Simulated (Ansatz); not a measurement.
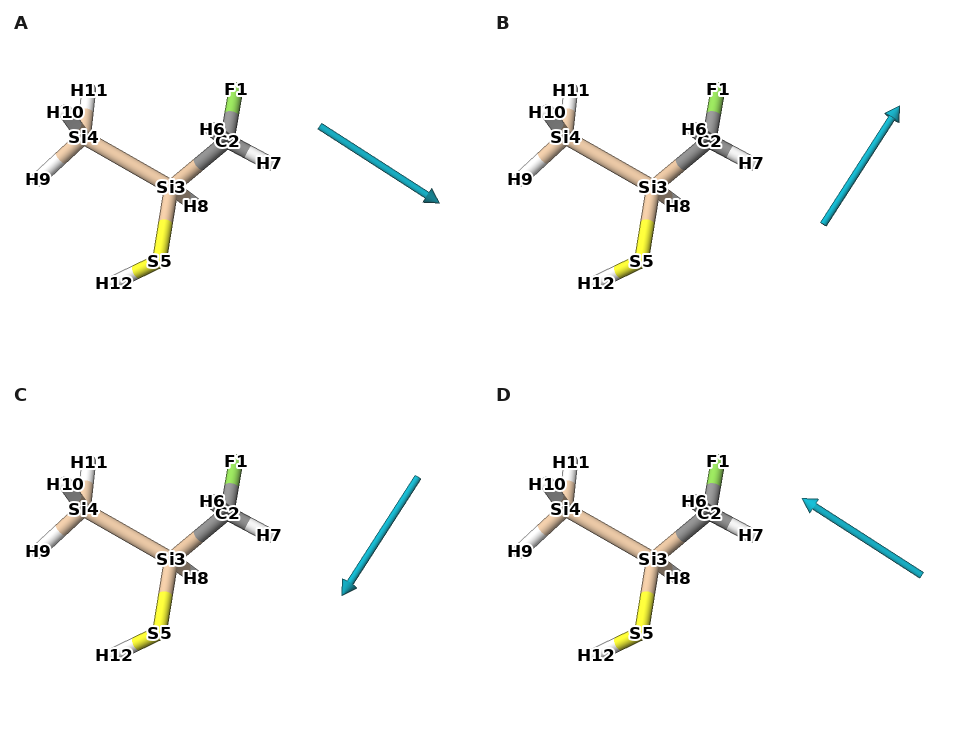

The same molecule four times, each with an arrow. The computed structure is the end point of a PBE0-D4/def2-TZVP optimisation. No frequency run is at hand to confirm it as a minimum. Level of theory: RKS PBE-D4/def2-TZVPP (Ansatz 0.2.0).

**Which arrow points along the dipole moment, from the negative to the positive end?**

C. The dipole moment is 0.91 D; it points from the side of F1 to the side of H12 (the outermost atoms at the two ends).
